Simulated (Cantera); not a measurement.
A closed system holds: 1 mol MgO, 0.035 mol Cl2, 0.29 mol O2, at 1.30 bar.

These are equilibrium values from Cantera (NASA tables, ideal gas, pure condensed phases), not measurements of a reactor. Candidate condensed phases: Mg, MgCl2, MgO; 11 gas species. Equilibrium is a limit: real reactors are often held back by kinetics, nucleation or transport.

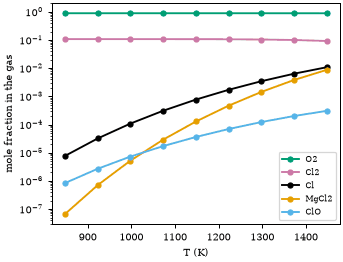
Fig. 1. Equilibrium gas composition (values under 1e-9 drawn at 1e-9)

From 848 K to 1448 K the condensed part is MgO(s). The main Mg-bearing gas is MgCl2 throughout.
